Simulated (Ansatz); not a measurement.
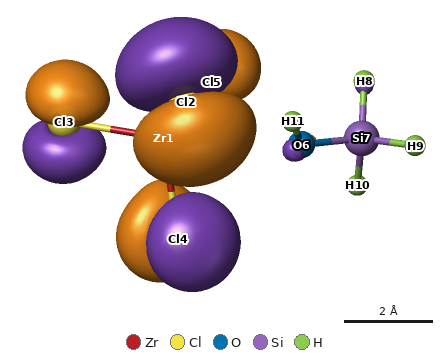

Figure 1: Cl$_{4}$Zr···H$_{4}$OSi. The HOMO−1 at ±0.06 Å⁻³ᐟ² (orange and purple are the two phases), seen from one side.

Core potentials replace the inner electrons of Zr; not at a stationary point (largest force 1.5 eV/Å).

The calculation used RHF/def2-SVP in Ansatz.

```xyz
11

Zr    0.4589    0.1606   -0.1134
Cl    0.2682    0.0443    2.3585
Cl    2.7378    0.2448   -0.6364
Cl   -0.4818    2.0862   -1.0575
Cl   -0.2935   -1.8136   -1.1423
O    -2.5865   -0.2051    0.9714
Si   -3.9004   -0.9834    0.3011
H    -3.6150   -2.4203    0.0863
H    -5.0942   -0.8559    1.1709
H    -4.1223   -0.3191   -0.9954
H    -2.2255   -0.3714    1.8568
```

> Describe this orbital and give its energy.

Its weight (Hirshfeld) is mainly on Cl2 (about 60 %), Cl4 (about 15 %), Cl3 (about 10 %) and Cl5 (about 5 %). Its energy is −12.74 eV.
